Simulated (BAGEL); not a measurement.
# singlet GeH2Cl+ at 4 levels

We compute a comparison of 4 runs (HF/STO-3G, HF/6-31G*, B3LYP/6-31G*, RI-MP2/def2-TZVPP) of singlet GeH2Cl+. 

The calculation is run with BAGEL 1.2.2.

2 further runs of the same task are left out: 2 that didn't finish.

## 1. The molecule

The species is GeH2Cl+ (4 atoms), meant as a singlet with charge +1. As SMILES of the parent species, `[Cl][GeH2]`. The shape is that of a PBE0-D4/def2-TZVP optimisation. That shape belongs to the parent species and isn't relaxed for this state.

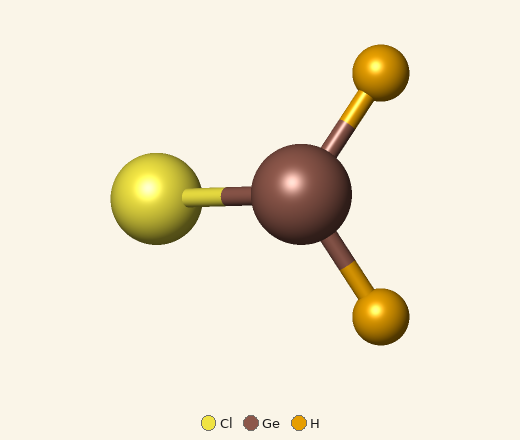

The structure, seen from a chosen angle (chlorine yellow, germanium brown, hydrogen amber).

## 2. The energy at HF/STO-3G (density fitting with qzvpp-jkfit) (run 1)

Input file input.json:

```json
{ "bagel": [

{
  "title": "molecule",
  "basis": "sto-3g",
  "df_basis": "qzvpp-jkfit",
  "angstrom": "true",
  "geometry": [
    { "atom": "Cl", "xyz": [      -1.562900,       0.305200,       0.993500 ] },
    { "atom": "Ge", "xyz": [       0.106700,      -0.451100,      -0.141600 ] },
    { "atom": "H", "xyz": [       0.072700,       0.259600,      -1.514200 ] },
    { "atom": "H", "xyz": [       1.383400,      -0.113700,       0.662300 ] }
  ]
},

{ "title": "hf", "charge": 1 },

{ "title": "print", "file": "orbitals.molden", "orbitals": "true" }

]}
```

The run is started by

```sh
BAGEL_NUM_THREADS=1 BAGEL input.json > input.out
```

What it wrote:

```text
* using 1 threads per process

  ===============================================================
  ===============================================================

  *** Geometry ***

  { "atom" : "Cl", "xyz" : [     -2.953453,      0.576744,      1.877443 ] },
  { "atom" : "Ge", "xyz" : [      0.201634,     -0.852455,     -0.267585 ] },
  { "atom" : "H", "xyz" : [      0.137383,      0.490573,     -2.861423 ] },
  { "atom" : "H", "xyz" : [      2.614247,     -0.214862,      1.251566 ] },

  Number of auxiliary basis functions:      430

  Since a DF basis is specified, we compute 2- and 3-index integrals:
    o Being stored without compression. Storage requirement is 0.003 GB

  Number of basis functions:       29
  Number of electrons      :       51

    * METHOD: MOLECULE                             0.12

  *** RHF ***

  === Nuclear Repulsion ===
   161.6472762639

      * DIIS with orbital gradients will be used.

  === RHF iteration (sto-3g) ===
      0      -2507.17485131          0.01145522           0.02
      1      -2507.24350568          0.00281212           0.02
      2      -2507.24688382          0.00073999           0.02
      3      -2507.24731651          0.00020267           0.02
      4      -2507.24735328          0.00007506           0.02
      5      -2507.24735885          0.00001277           0.02
      6      -2507.24735898          0.00000376           0.02
      7      -2507.24735899          0.00000114           0.02
      8      -2507.24735899          0.00000026           0.02
      9      -2507.24735899          0.00000007           0.02
     10      -2507.24735899          0.00000002           0.02
     11      -2507.24735899          0.00000001           0.02
    * SCF iteration converged.

    * Permanent dipole moment:
           (   -1.348636,     1.053362,     0.992784) a.u.

    * METHOD: HF                                   0.30

    * METHOD: PRINT                                0.00

  ===============================================================
```

It took 0.56 s on 1 thread of Arm Neoverse V1, shared host; peak memory 0.14 GiB.

## 3. A single-point energy at HF/6-31G(d) (density fitting with qzvpp-jkfit, spherical functions) (run 2)

Input file hf.json:

```json
{ "bagel": [

{
  "title": "molecule",
  "basis": "6-31gs.json",
  "df_basis": "qzvpp-jkfit",
  "angstrom": true,
  "geometry": [
    { "atom": "Cl", "xyz": [      -1.562900,       0.305200,       0.993500 ] },
    { "atom": "Ge", "xyz": [       0.106700,      -0.451100,      -0.141600 ] },
    { "atom": "H", "xyz": [       0.072700,       0.259600,      -1.514200 ] },
    { "atom": "H", "xyz": [       1.383400,      -0.113700,       0.662300 ] }
  ]
},

{
  "title": "hf",
  "charge": 1
},

{
  "title": "print",
  "file": "orbitals.molden",
  "orbitals": true
}

]}
```

The basis set 6-31G* is read from a file made from the Basis Set Exchange's data (not shown).

The run is started by

```sh
BAGEL_NUM_THREADS=1 BAGEL hf.json > hf.out
```

What it wrote:

```text
* using 1 threads per process

  ===============================================================
  ===============================================================

  *** Geometry ***

  { "atom" : "Cl", "xyz" : [     -2.953453,      0.576744,      1.877443 ] },
  { "atom" : "Ge", "xyz" : [      0.201634,     -0.852455,     -0.267585 ] },
  { "atom" : "H", "xyz" : [      0.137383,      0.490573,     -2.861423 ] },
  { "atom" : "H", "xyz" : [      2.614247,     -0.214862,      1.251566 ] },

  Number of auxiliary basis functions:      430

  Since a DF basis is specified, we compute 2- and 3-index integrals:
    o Being stored without compression. Storage requirement is 0.010 GB

  Number of basis functions:       54
  Number of electrons      :       51

    * METHOD: MOLECULE                             0.18

  *** RHF ***

  === Nuclear Repulsion ===
   161.6472762639

      * DIIS with orbital gradients will be used.

  === RHF iteration (6-31gs.json) ===
      0      -2535.32185039          0.01185330           0.04
      1      -2535.38458036          0.00690597           0.03
      2      -2535.39912961          0.00116798           0.03
      3      -2535.39981486          0.00042539           0.03
      4      -2535.39990394          0.00013805           0.03
      5      -2535.39992496          0.00005663           0.03
      6      -2535.39992894          0.00002136           0.03
      7      -2535.39992956          0.00000518           0.03
      8      -2535.39992959          0.00000186           0.03
      9      -2535.39992959          0.00000062           0.03
     10      -2535.39992959          0.00000024           0.03
     11      -2535.39992959          0.00000010           0.04
     12      -2535.39992959          0.00000003           0.03
     13      -2535.39992959          0.00000001           0.03
     14      -2535.39992959          0.00000000           0.03
    * SCF iteration converged.

    * Permanent dipole moment:
           (   -1.212792,     0.841330,     0.874585) a.u.

    * METHOD: HF                                   0.68

    * METHOD: PRINT                                0.01

  ===============================================================
```

Wall time 1 s (1 thread of Arm Neoverse V1, shared host); peak memory 0.14 GiB.

Run 3 isn't shown in full; the table further down has it.

## 4. A single-point energy at RI-MP2/def2-TZVPP (density fitting with qzvpp-jkfit) (run 4)

Input file mp2.json:

```json
{ "bagel": [

{
  "title": "molecule",
  "basis": "tzvpp",
  "df_basis": "qzvpp-jkfit",
  "angstrom": "true",
  "geometry": [
    { "atom": "Cl", "xyz": [      -1.562900,       0.305200,       0.993500 ] },
    { "atom": "Ge", "xyz": [       0.106700,      -0.451100,      -0.141600 ] },
    { "atom": "H", "xyz": [       0.072700,       0.259600,      -1.514200 ] },
    { "atom": "H", "xyz": [       1.383400,      -0.113700,       0.662300 ] }
  ]
},

{ "title": "hf", "charge": 1 },

{ "title": "mp2", "charge": 1, "ncore": 14 }

]}
```

The run is started by

```sh
BAGEL_NUM_THREADS=1 BAGEL mp2.json > mp2.out
```

What it wrote:

```text
* using 1 threads per process

  ===============================================================
  ===============================================================

  *** Geometry ***

  { "atom" : "Cl", "xyz" : [     -2.953453,      0.576744,      1.877443 ] },
  { "atom" : "Ge", "xyz" : [      0.201634,     -0.852455,     -0.267585 ] },
  { "atom" : "H", "xyz" : [      0.137383,      0.490573,     -2.861423 ] },
  { "atom" : "H", "xyz" : [      2.614247,     -0.214862,      1.251566 ] },

  Number of auxiliary basis functions:      430

  Since a DF basis is specified, we compute 2- and 3-index integrals:
    o Being stored without compression. Storage requirement is 0.048 GB

  Number of basis functions:      118
  Number of electrons      :       51

    * METHOD: MOLECULE                             0.25

  *** RHF ***

  === Nuclear Repulsion ===
   161.6472762639

      * DIIS with orbital gradients will be used.

  === RHF iteration (tzvpp) ===
      0      -2535.63009761          0.01088541           0.09
      1      -2535.70780458          0.00586132           0.09
      2      -2535.72997780          0.00102941           0.09
      3      -2535.73093851          0.00036177           0.09
      4      -2535.73104752          0.00012270           0.09
      5      -2535.73107181          0.00004489           0.09
      6      -2535.73107760          0.00001533           0.09
      7      -2535.73107825          0.00000490           0.09
      8      -2535.73107830          0.00000142           0.09
      9      -2535.73107831          0.00000044           0.09
     10      -2535.73107831          0.00000018           0.09
     11      -2535.73107831          0.00000007           0.09
     12      -2535.73107831          0.00000003           0.09
     13      -2535.73107831          0.00000002           0.09
     14      -2535.73107831          0.00000001           0.09
    * SCF iteration converged.

    * Permanent dipole moment:
           (   -1.119443,     0.800484,     0.811370) a.u.

    * METHOD: HF                                   1.59

  *** RHF ***

  === Nuclear Repulsion ===
   161.6472762639

      * DIIS with orbital gradients will be used.

  === RHF iteration (tzvpp) ===
      0      -2535.73107831          0.00000000           0.08
    * SCF iteration converged.

    * Permanent dipole moment:
           (   -1.119443,     0.800485,     0.811371) a.u.

  === DF-MP2 calculation ===

    * freezing 14 orbitals
    * 3-index integral transformation done
    * assembly done

      MP2 correlation energy:   -0.4195212110      0.05

      MP2 total energy:       -2536.1505995184

    * METHOD: MP2                                  0.23

  ===============================================================
```

Wall time 2.2 s (1 thread of Arm Neoverse V1, shared host); peak memory 0.15 GiB.

## 5. All runs side by side

```tsv
run	level	frozen core orbitals	energy (Eh)	HOMO energy (eV)	LUMO energy (eV)	HOMO–LUMO gap (eV)	wall time
1	HF/STO-3G (density fitting with qzvpp-jkfit)	–	-2507.247359	-17.16	-6.50	10.67	0.56 s
2	HF/6-31G* (density fitting with qzvpp-jkfit, spherical functions)	–	-2535.399930	-18.30	-8.03	10.27	1 s
3	B3LYP/6-31G* (density fitting with qzvpp-jkfit, spherical functions)	–	-2537.821631	-14.97	-11.52	3.45	3.3 s
4	RI-MP2/def2-TZVPP (density fitting with qzvpp-jkfit)	14	-2536.150600	–	–	–	2.2 s
```

## 6. Results

| quantity | value |
| --- | --- |
| run 4: total energy | -2536.15060 Eh |
| run 4: correlation energy (14 core orbitals frozen) | -419.5 mEh |

**Reading.** Over runs 1, 2, 3 the HOMO–LUMO gap runs from 3.45 eV (B3LYP/6-31G*) to 10.67 eV (HF/STO-3G). The two ends differ in method and basis. In run 1 the basis is minimal, so the values are rough. All runs together took 7.1 s, the longest 3.3 s.
